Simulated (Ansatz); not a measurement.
# SiCl2O + H2O: a complex and its separated parts

Aim: how far the complex at one end of a reaction step lies below its separated, relaxed parts, level by level.

Program: Ansatz 0.2.0, Gaussian basis. Level of theory: PBE0-D4/def2-TZVP structures, single points in def2-TZVPP, no counterpoise correction. These are calculated values, not measurements.

Levels: SPW92, PBE-D4, BLYP-D4, r2SCAN-D4, B97M-V, PBE0-D4, B3LYP-D4, r2SCAN0-D4, BHLYP-D4, CAM-B3LYP-D4, wB97X-V, wB97M-V, B2PLYP, PBE-QIDH, RPA on PBE, Hartree-Fock, MP2, CCSD, CCSD(T).

Correlated methods freeze the cores. B3LYP uses VWN-RPA correlation. B2PLYP carries no dispersion term here.

56 further runs of the same task are left out: 56 set aside as unsound or not needed.

### 1 Where the work starts

The complex: 7 atoms, charge 0, spin multiplicity 1.

Atoms are counted from 1 here; the program's logs count them from 0.

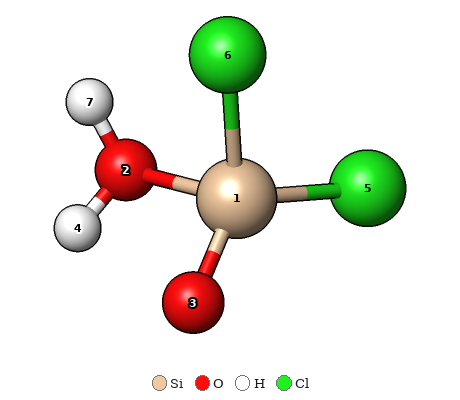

Start geometry, drawn with silicon light orange, oxygen red, hydrogen white, chlorine green; atoms are numbered from 1 in the order of the file.

As a file:

```xyz
7
Cl2H2O2Si
Si    0.43473    0.06450    0.65681
O    -0.33169    0.01533   -1.09029
O     1.43936   -1.06276    0.49703
H     0.12715   -0.77764   -1.42214
Cl    0.93511    2.02752    0.77459
Cl   -1.31666   -0.13881    1.70336
H    -1.28798   -0.12803   -1.11946
```

Its parts: SiCl2O holds atoms 1, 3, 5, 6; H2O holds atoms 2, 4, 7. Each part counts its atoms afresh in its own runs.

### 2 Relaxing SiCl2O alone

relax-a/in.yaml

```yaml
crystal:
  periodic: [false, false, false]
  atoms:
    - {symbol: Si, position_ang: [0.434727, 0.064500, 0.656813]}
    - {symbol: O, position_ang: [1.439356, -1.062765, 0.497028]}
    - {symbol: Cl, position_ang: [0.935106, 2.027519, 0.774589]}
    - {symbol: Cl, position_ang: [-1.316657, -0.138813, 1.703360]}
basis:
  gaussian: {orbitals: def2-TZVP}
hamiltonian: {xc: pbe0, dispersion: d4}
relax: {f_tol: 0.005, max_steps: 200}
```

Command:

```sh
> ansatz run in.yaml --threads 4 --pin off --events-out ev --progress --plain --max-ram 9574MiB
```

Standard output, shortened:

```text
Functional definition: PBE0
  name "PBE0"
  cite "Adamo & Barone, J. Chem. Phys. 110, 6158 (1999) doi:10.1063/1.478522"
  cite "Perdew, Burke & Ernzerhof, Phys. Rev. Lett. 77, 3865 (1996) doi:10.1103/PhysRevLett.77.3865"
  parent pbe
[...]
955 factors; their error is unknown
[...]
mean field -34960.72591949 eV, -1284.7829803100 hartree, gradient 6.3e-5 eV, S^2 0.000000; 0 other end points of the search recorded, 0 dependent functions left out
[...]
reference -34960.72594438 eV, -1284.7829812248 hartree; 28, 28 occupied and 114, 114 virtual orbitals, 955 factors
[...]
955 factors; their error is unknown
[...]
mean field -34960.96652763 eV, -1284.7918224962 hartree, gradient 2.1e-5 eV, S^2 0.000000; 1 other end points of the search recorded, 0 dependent functions left out
[...]
reference -34960.96655256 eV, -1284.7918234125 hartree; 28, 28 occupied and 114, 114 virtual orbitals, 955 factors
Total energy: -34961.08400019 eV, -1284.7961395332 hartree
Atom 0 at     0.498743     0.066541     0.847792 Å, force     0.000648    -0.000946    -0.000315 eV/Å
Atom 1 at     1.403261    -1.057376     0.414612 Å, force    -0.001580     0.002027     0.000759 eV/Å
Atom 2 at     0.918809     2.023553     0.721102 Å, force     0.001066     0.000036    -0.000470 eV/Å
Atom 3 at    -1.328281    -0.142277     1.648284 Å, force    -0.000134    -0.001117     0.000026 eV/Å
Dipole moment:    -0.395006     0.490827     0.189171 e Å
```

It took 10 s on 4 threads of Arm Neoverse V1, shared host.

Step by step:

```csv
step,energy from step 1 (eV),largest force component (eV/Å)
1,0.0000,1.7959
2,-0.2020,1.3603
3,-0.2374,0.5243
4,-0.2406,0.0721
5,-0.2408,0.0051
6,-0.2408,0.0020
```

Close pairs (by a distance rule), those that changed most:

```csv
bond,before (Å),after (Å),change (Å)
Si1–Cl4,2.050,2.006,-0.045
Si1–Cl3,2.029,2.006,-0.024
Si1–O2,1.518,1.506,-0.012
```

### 3 Relaxing H2O alone

relax-b/in.yaml

```yaml
crystal:
  periodic: [false, false, false]
  atoms:
    - {symbol: O, position_ang: [-0.331694, 0.015331, -1.090286]}
    - {symbol: H, position_ang: [0.127148, -0.777644, -1.422142]}
    - {symbol: H, position_ang: [-1.287984, -0.128031, -1.119462]}
basis:
  gaussian: {orbitals: def2-TZVP}
hamiltonian: {xc: pbe0, dispersion: d4}
relax: {f_tol: 0.005, max_steps: 200}
```

Command:

```sh
> ansatz run in.yaml --threads 4 --pin off --events-out ev --progress --plain --max-ram 9574MiB
```

Standard output, shortened:

```text
[... 5 set-up lines as earlier in the session ...]
[...]
239 factors; their error is unknown
[...]
mean field -2078.31039196 eV, -76.3764981752 hartree, gradient 1.8e-5 eV, S^2 0.000000; 0 other end points of the search recorded, 0 dependent functions left out
[...]
reference -2078.33309076 eV, -76.3773323406 hartree; 5, 5 occupied and 38, 38 virtual orbitals, 239 factors
Total energy: -2078.33734661 eV, -76.3774887403 hartree
Atom 0 at    -0.322387     0.027571    -1.085650 Å, force    -0.000591    -0.000201    -0.000063 eV/Å
Atom 1 at     0.094706    -0.770088    -1.418147 Å, force     0.000577    -0.000201    -0.000098 eV/Å
Atom 2 at    -1.264849    -0.147827    -1.128093 Å, force     0.000014     0.000402     0.000161 eV/Å
Dipole moment:    -0.193713    -0.358787    -0.138249 e Å
```

Run time: 0.65 s. Hardware: 4 threads of Arm Neoverse V1, shared host.

Step by step:

```csv
step,energy from step 1 (eV),largest force component (eV/Å)
1,0.0000,0.7278
2,-0.0191,0.2309
3,-0.0225,0.0982
4,-0.0227,0.0006
```

Close pairs (by a distance rule), those that changed most:

```csv
bond,before (Å),after (Å),change (Å)
O1–H2,0.974,0.960,-0.015
O1–H3,0.967,0.960,-0.008
```

### 4 SPW92/def2-TZVPP

parta/in.yaml

```yaml
crystal:
  periodic: [false, false, false]
  atoms:
    - {symbol: Si, position_ang: [0.498743, 0.066541, 0.847792]}
    - {symbol: O, position_ang: [1.403261, -1.057376, 0.414612]}
    - {symbol: Cl, position_ang: [0.918809, 2.023553, 0.721102]}
    - {symbol: Cl, position_ang: [-1.328281, -0.142277, 1.648284]}
basis:
  gaussian: {orbitals: def2-TZVPP}
hamiltonian: {xc: lda}
```

partb/in.yaml

```yaml
crystal:
  periodic: [false, false, false]
  atoms:
    - {symbol: O, position_ang: [-0.322387, 0.027571, -1.085650]}
    - {symbol: H, position_ang: [0.094706, -0.770088, -1.418147]}
    - {symbol: H, position_ang: [-1.264849, -0.147827, -1.128093]}
basis:
  gaussian: {orbitals: def2-TZVPP}
hamiltonian: {xc: lda}
```

Each run has its own folder and the same command.

Command:

```sh
> ansatz run in.yaml --threads 4 --pin off --events-out ev --progress --plain --max-ram 9574MiB
```

Output in parta, shortened:

```text
Functional definition: SPW92
  name "SPW92"
  cite "Dirac, Proc. Camb. Phil. Soc. 26, 376 (1930) doi:10.1017/S0305004100016108"
  cite "Slater, Phys. Rev. 81, 385 (1951) doi:10.1103/PhysRev.81.385"
  cite "Perdew & Wang, Phys. Rev. B 45, 13244 (1992) doi:10.1103/PhysRevB.45.13244"
[...]
1027 factors; their error is unknown
[...]
mean field -34848.27860979 eV, -1280.6506178980 hartree, gradient 4.8e-5 eV, S^2 0.000000; 0 other end points of the search recorded, 0 dependent functions left out
reference -34848.27864130 eV, -1280.6506190561 hartree; 28, 28 occupied and 129, 129 virtual orbitals, 1027 factors
Total energy: -34848.27864130 eV, -1280.6506190561 hartree
```

partb printed, shortened:

```text
[... 5 set-up lines as earlier in the session ...]
[...]
269 factors; their error is unknown
[...]
mean field -2065.39694191 eV, -75.9019376389 hartree, gradient 5.3e-5 eV, S^2 0.000000; 0 other end points of the search recorded, 0 dependent functions left out
reference -2065.39696074 eV, -75.9019383310 hartree; 5, 5 occupied and 54, 54 virtual orbitals, 269 factors
Total energy: -2065.39696074 eV, -75.9019383310 hartree
```

Times: 0.55 s (parta), 0.15 s (partb) on 4 threads of Arm Neoverse V1, shared host.

### 5 PBE-D4/def2-TZVPP

Each input of step 4 (parta, partb) changes in the same lines:

```diff
-hamiltonian: {xc: lda}
+hamiltonian: {xc: pbe, dispersion: d4}
```

The same command starts each run, in its folder.

Command:

```sh
> ansatz run in.yaml --threads 4 --pin off --events-out ev --progress --plain --max-ram 9574MiB
```

parta printed, shortened:

```text
Functional definition: PBE
  name "PBE"
[... 2 set-up lines as earlier in the session ...]
[...]
1027 factors; their error is unknown
[...]
mean field -34958.52051149 eV, -1284.7019330611 hartree, gradient 2.1e-5 eV, S^2 0.000000; 0 other end points of the search recorded, 0 dependent functions left out
reference -34958.52054513 eV, -1284.7019342973 hartree; 28, 28 occupied and 129, 129 virtual orbitals, 1027 factors
Total energy: -34958.65948458 eV, -1284.7070402278 hartree
```

Output in partb, shortened:

```text
[... 4 set-up lines as earlier in the session ...]
[...]
269 factors; their error is unknown
[...]
mean field -2078.40757364 eV, -76.3800695360 hartree, gradient 4.5e-5 eV, S^2 0.000000; 0 other end points of the search recorded, 0 dependent functions left out
reference -2078.40759411 eV, -76.3800702883 hartree; 5, 5 occupied and 54, 54 virtual orbitals, 269 factors
Total energy: -2078.41291120 eV, -76.3802656878 hartree
```

Times: 0.85 s (parta), 0.15 s (partb) on 4 threads of Arm Neoverse V1, shared host.

### 6 BLYP-D4/def2-TZVPP

The same edit goes into each in.yaml of step 5 (parta, partb):

```diff
-hamiltonian: {xc: pbe, dispersion: d4}
+hamiltonian: {xc: {name: BLYP}, dispersion: d4}
```

The same command starts each run, in its folder.

Command:

```sh
> ansatz run in.yaml --threads 4 --pin off --events-out ev --progress --plain --max-ram 9574MiB
```

Output in parta, shortened:

```text
Functional definition: BLYP
  name "BLYP"
  cite "Becke, Phys. Rev. A 38, 3098 (1988) doi:10.1103/PhysRevA.38.3098"
  cite "Lee, Yang & Parr, Phys. Rev. B 37, 785 (1988) doi:10.1103/PhysRevB.37.785"
[...]
1027 factors; their error is unknown
[...]
mean field -34974.49685165 eV, -1285.2890527327 hartree, gradient 5.4e-5 eV, S^2 0.000000; 0 other end points of the search recorded, 0 dependent functions left out
reference -34974.49716663 eV, -1285.2890643080 hartree; 28, 28 occupied and 129, 129 virtual orbitals, 1027 factors
Total energy: -34974.80094099 eV, -1285.3002278099 hartree
```

Output in partb, shortened:

```text
[... 4 set-up lines as earlier in the session ...]
[...]
269 factors; their error is unknown
[...]
mean field -2080.27678610 eV, -76.4487618268 hartree, gradient 8.7e-5 eV, S^2 0.000000; 0 other end points of the search recorded, 0 dependent functions left out
reference -2080.27697565 eV, -76.4487687926 hartree; 5, 5 occupied and 54, 54 virtual orbitals, 269 factors
Total energy: -2080.28981815 eV, -76.4492407458 hartree
```

They took 0.85 s (parta), 0.2 s (partb) on 4 threads of Arm Neoverse V1, shared host.

### 7 r2SCAN-D4/def2-TZVPP

The same edit goes into each in.yaml of step 6 (parta, partb):

```diff
-hamiltonian: {xc: {name: BLYP}, dispersion: d4}
+hamiltonian: {xc: r2scan, dispersion: d4}
```

The same command starts each run, in its folder.

Command:

```sh
> ansatz run in.yaml --threads 4 --pin off --events-out ev --progress --plain --max-ram 9574MiB
```

parta printed, shortened:

```text
Functional definition: r2SCAN
  name "r2SCAN"
  cite "Furness, Kaplan, Ning, Perdew & Sun, J. Phys. Chem. Lett. 11, 8208 (2020) doi:10.1021/acs.jpclett.0c02405"
  cite "Furness, Kaplan, Ning, Perdew & Sun, J. Phys. Chem. Lett. 11, 9248 (2020) doi:10.1021/acs.jpclett.0c03077"
  parent r2scan
[...]
1027 factors; their error is unknown
[...]
mean field -34971.49138921 eV, -1285.1786040252 hartree, gradient 5.5e-5 eV, S^2 0.000000; 0 other end points of the search recorded, 0 dependent functions left out
reference -34971.49139812 eV, -1285.1786043526 hartree; 28, 28 occupied and 129, 129 virtual orbitals, 1027 factors
Total energy: -34971.52100377 eV, -1285.1796923402 hartree
```

partb printed, shortened:

```text
[... 5 set-up lines as earlier in the session ...]
[...]
269 factors; their error is unknown
[...]
mean field -2079.58115283 eV, -76.4231977759 hartree, gradient 8.5e-5 eV, S^2 0.000000; 0 other end points of the search recorded, 0 dependent functions left out
reference -2079.58115804 eV, -76.4231979671 hartree; 5, 5 occupied and 54, 54 virtual orbitals, 269 factors
Total energy: -2079.58243057 eV, -76.4232447320 hartree
```

Times: 2.2 s (parta), 0.45 s (partb) on 4 threads of Arm Neoverse V1, shared host.

### 8 B97M-V/def2-TZVPP

Each input of step 7 (parta, partb) changes in the same lines:

```diff
-hamiltonian: {xc: r2scan, dispersion: d4}
+hamiltonian: {xc: {name: B97M-V}}
```

One command serves all of them, each in its own folder.

Command:

```sh
> ansatz run in.yaml --threads 4 --pin off --events-out ev --progress --plain --max-ram 9574MiB
```

Output in parta, shortened:

```text
Functional definition: B97M-V
  name "B97M-V"
  cite "Mardirossian & Head-Gordon, J. Chem. Phys. 142, 074111 (2015) doi:10.1063/1.4907719"
  cite "Becke, J. Chem. Phys. 107, 8554 (1997) doi:10.1063/1.475007"
  cite "Vydrov & Van Voorhis, J. Chem. Phys. 133, 244103 (2010) doi:10.1063/1.3521275"
  # Of w^i u^j: cxij and so on, Table III.
[...]
  gx(w, u) = cx00 + cx01*u + cx02*u^2 + (cx10 + cx11*u)*w
[...]
  gos(w, u) = cos00 + cos01*u + cos03*u^3 + cos10*w + cos32*w^3*u^2
[...]
      + integral(e_c_pw_mod_opposite_spin*gos(b97_w_opposite, b97_u_opposite)) + vv10(b, c)
1027 factors; their error is unknown
[...]
mean field -34965.63030641 eV, -1284.9632132051 hartree, gradient 6.3e-5 eV, S^2 0.000000; 0 other end points of the search recorded, 0 dependent functions left out
reference -34965.63035310 eV, -1284.9632149210 hartree; 28, 28 occupied and 129, 129 virtual orbitals, 1027 factors
Total energy: -34965.63035310 eV, -1284.9632149210 hartree
```

Log of partb, shortened:

```text
[... 5 set-up lines as earlier in the session ...]
  # Of w^i u^j: cxij and so on, Table III.
[...]
  gx(w, u) = cx00 + cx01*u + cx02*u^2 + (cx10 + cx11*u)*w
[...]
  gos(w, u) = cos00 + cos01*u + cos03*u^3 + cos10*w + cos32*w^3*u^2
[...]
      + integral(e_c_pw_mod_opposite_spin*gos(b97_w_opposite, b97_u_opposite)) + vv10(b, c)
269 factors; their error is unknown
[...]
mean field -2079.93552255 eV, -76.4362206227 hartree, gradient 2.9e-5 eV, S^2 0.000000; 0 other end points of the search recorded, 0 dependent functions left out
reference -2079.93554936 eV, -76.4362216081 hartree; 5, 5 occupied and 54, 54 virtual orbitals, 269 factors
Total energy: -2079.93554936 eV, -76.4362216081 hartree
```

Wall times: 3.5 s (parta), 0.45 s (partb) on 4 threads of Arm Neoverse V1, shared host.

### 9 PBE0-D4/def2-TZVPP

Each input of step 8 (parta, partb) changes in the same lines:

```diff
-hamiltonian: {xc: {name: B97M-V}}
+hamiltonian: {xc: pbe0, dispersion: d4}
+output: {orbitals: {seedname: orbitals}}
```

Each run has its own folder and the same command.

Command:

```sh
> ansatz run in.yaml --threads 4 --pin off --events-out ev --progress --plain --max-ram 9574MiB
```

Log of parta, shortened:

```text
[... 5 set-up lines as earlier in the session ...]
[...]
1092 factors; their error is unknown
[...]
mean field -34960.97730344 eV, -1284.7922184998 hartree, gradient 2.5e-5 eV, S^2 0.000000; 0 other end points of the search recorded, 0 dependent functions left out
reference -34960.97732838 eV, -1284.7922194163 hartree; 28, 28 occupied and 129, 129 virtual orbitals, 1092 factors
Total energy: -34961.09477600 eV, -1284.7965355367 hartree
```

partb printed, shortened:

```text
[... 5 set-up lines as earlier in the session ...]
[...]
269 factors; their error is unknown
[...]
mean field -2078.42782373 eV, -76.3808137130 hartree, gradient 1.3e-5 eV, S^2 0.000000; 0 other end points of the search recorded, 0 dependent functions left out
reference -2078.42783823 eV, -76.3808142460 hartree; 5, 5 occupied and 54, 54 virtual orbitals, 269 factors
Total energy: -2078.43209408 eV, -76.3809706457 hartree
```

They took 1.4 s (parta), 0.15 s (partb) on 4 threads of Arm Neoverse V1, shared host.

### 10 B3LYP-D4/def2-TZVPP

The same edit goes into each in.yaml of step 9 (parta, partb):

```diff
-hamiltonian: {xc: pbe0, dispersion: d4}
-output: {orbitals: {seedname: orbitals}}
+hamiltonian: {xc: {name: B3LYP}, dispersion: d4}
```

The same command starts each run, in its folder.

Command:

```sh
> ansatz run in.yaml --threads 4 --pin off --events-out ev --progress --plain --max-ram 9574MiB
```

Output in parta, shortened:

```text
Functional definition: B3LYP
  name "B3LYP"
  cite "Stephens, Devlin, Chabalowski & Frisch, J. Phys. Chem. 98, 11623 (1994) doi:10.1021/j100096a001"
[... 2 set-up lines as earlier in the session ...]
  cite "Vosko, Wilk & Nusair, Can. J. Phys. 58, 1200 (1980) doi:10.1139/p80-159"
[...]
1068 factors; their error is unknown
[...]
mean field -34975.91383854 eV, -1285.3411260403 hartree, gradient 2.0e-5 eV, S^2 0.000000; 0 other end points of the search recorded, 0 dependent functions left out
reference -34975.91407295 eV, -1285.3411346549 hartree; 28, 28 occupied and 129, 129 virtual orbitals, 1068 factors
Total energy: -34976.14444886 eV, -1285.3496008133 hartree
```

Log of partb, shortened:

```text
[... 6 set-up lines as earlier in the session ...]
[...]
269 factors; their error is unknown
[...]
mean field -2080.76396030 eV, -76.4666651487 hartree, gradient 1.3e-5 eV, S^2 0.000000; 0 other end points of the search recorded, 0 dependent functions left out
reference -2080.76409867 eV, -76.4666702334 hartree; 5, 5 occupied and 54, 54 virtual orbitals, 269 factors
Total energy: -2080.77252478 eV, -76.4669798873 hartree
```

They took 1.4 s (parta), 0.2 s (partb) on 4 threads of Arm Neoverse V1, shared host.

### 11 r2SCAN0-D4/def2-TZVPP

The same edit goes into each in.yaml of step 10 (parta, partb):

```diff
-hamiltonian: {xc: {name: B3LYP}, dispersion: d4}
+hamiltonian: {xc: {name: r2SCAN0}, dispersion: d4}
```

The same command starts each run, in its folder.

Command:

```sh
> ansatz run in.yaml --threads 4 --pin off --events-out ev --progress --plain --max-ram 9574MiB
```

parta printed, shortened:

```text
Functional definition: r2SCAN0
  name "r2SCAN0"
  cite "Bursch, Neugebauer, Ehlert & Grimme, J. Chem. Phys. 156, 134105 (2022) doi:10.1063/5.0086040"
[... 3 set-up lines as earlier in the session ...]
[...]
1092 factors; their error is unknown
[...]
mean field -34970.71703066 eV, -1285.1501468735 hartree, gradient 1.9e-5 eV, S^2 0.000000; 0 other end points of the search recorded, 0 dependent functions left out
reference -34970.71703773 eV, -1285.1501471334 hartree; 28, 28 occupied and 129, 129 virtual orbitals, 1092 factors
Total energy: -34970.75369834 eV, -1285.1514943857 hartree
```

Log of partb, shortened:

```text
[... 6 set-up lines as earlier in the session ...]
[...]
269 factors; their error is unknown
[...]
mean field -2079.27471037 eV, -76.4119362231 hartree, gradient 2.0e-5 eV, S^2 0.000000; 0 other end points of the search recorded, 0 dependent functions left out
reference -2079.27471447 eV, -76.4119363738 hartree; 5, 5 occupied and 54, 54 virtual orbitals, 269 factors
Total energy: -2079.27611863 eV, -76.4119879758 hartree
```

Times: 2.7 s (parta), 0.45 s (partb) on 4 threads of Arm Neoverse V1, shared host.

### 12 BHLYP-D4/def2-TZVPP

The same edit goes into each in.yaml of step 11 (parta, partb):

```diff
-hamiltonian: {xc: {name: r2SCAN0}, dispersion: d4}
+hamiltonian: {xc: {name: BHLYP}, dispersion: d4}
```

One command serves all of them, each in its own folder.

Command:

```sh
> ansatz run in.yaml --threads 4 --pin off --events-out ev --progress --plain --max-ram 9574MiB
```

Log of parta, shortened:

```text
Functional definition: BHLYP
  name "BHLYP"
  cite "Becke, J. Chem. Phys. 98, 1372 (1993) doi:10.1063/1.464304"
[... 2 set-up lines as earlier in the session ...]
[...]
1175 factors; their error is unknown
[...]
mean field -34973.60763028 eV, -1285.2563744501 hartree, gradient 1.9e-5 eV, S^2 0.000000; 0 other end points of the search recorded, 0 dependent functions left out
reference -34973.60778949 eV, -1285.2563803010 hartree; 28, 28 occupied and 129, 129 virtual orbitals, 1175 factors
Total energy: -34973.80618358 eV, -1285.2636711494 hartree
```

partb printed, shortened:

```text
[... 5 set-up lines as earlier in the session ...]
[...]
295 factors; their error is unknown
[...]
mean field -2079.57890760 eV, -76.4231152650 hartree, gradient 2.0e-5 eV, S^2 0.000000; 0 other end points of the search recorded, 0 dependent functions left out
reference -2079.57899839 eV, -76.4231186016 hartree; 5, 5 occupied and 54, 54 virtual orbitals, 295 factors
Total energy: -2079.58395023 eV, -76.4233005785 hartree
```

They took 1.2 s (parta), 0.2 s (partb) on 4 threads of Arm Neoverse V1, shared host.

### 13 CAM-B3LYP-D4/def2-TZVPP

Each input of step 12 (parta, partb) changes in the same lines:

```diff
-hamiltonian: {xc: {name: BHLYP}, dispersion: d4}
+hamiltonian: {xc: {name: CAM-B3LYP}, dispersion: d4}
```

Each run has its own folder and the same command.

Command:

```sh
> ansatz run in.yaml --threads 4 --pin off --events-out ev --progress --plain --max-ram 9574MiB
```

Output in parta, shortened:

```text
Functional definition: CAM-B3LYP
  name "CAM-B3LYP"
  cite "Yanai, Tew & Handy, Chem. Phys. Lett. 393, 51 (2004) doi:10.1016/j.cplett.2004.06.011"
  cite "Iikura, Tsuneda, Yanai & Hirao, J. Chem. Phys. 115, 3540 (2001) doi:10.1063/1.1383587"
[... 2 set-up lines as earlier in the session ...]
[...]
1068 factors; their error is unknown
182 factors; integrals over basis functions are off by at most 1.5e-5 eV
[...]
mean field -34974.96763900 eV, -1285.3063538488 hartree, gradient 2.5e-5 eV, S^2 0.000000; 0 other end points of the search recorded, 0 dependent functions left out
reference -34974.96775323 eV, -1285.3063580468 hartree; 28, 28 occupied and 129, 129 virtual orbitals, 1068 factors
Total energy: -34975.08936854 eV, -1285.3108273269 hartree
```

Log of partb, shortened:

```text
[... 6 set-up lines as earlier in the session ...]
[...]
  # Exact exchange under (alpha + beta erf(omega r))/r, Becke's under what is left of 1/r.
[...]
269 factors; their error is unknown
72 factors; integrals over basis functions are off by at most 2.4e-5 eV
[...]
mean field -2079.99968375 eV, -76.4385785034 hartree, gradient 1.1e-5 eV, S^2 0.000000; 0 other end points of the search recorded, 0 dependent functions left out
reference -2079.99975118 eV, -76.4385809814 hartree; 5, 5 occupied and 54, 54 virtual orbitals, 269 factors
Total energy: -2080.00381717 eV, -76.4387304036 hartree
```

They took 1.5 s (parta), 0.2 s (partb) on 4 threads of Arm Neoverse V1, shared host.

(Part 1 of 2 ends here.)
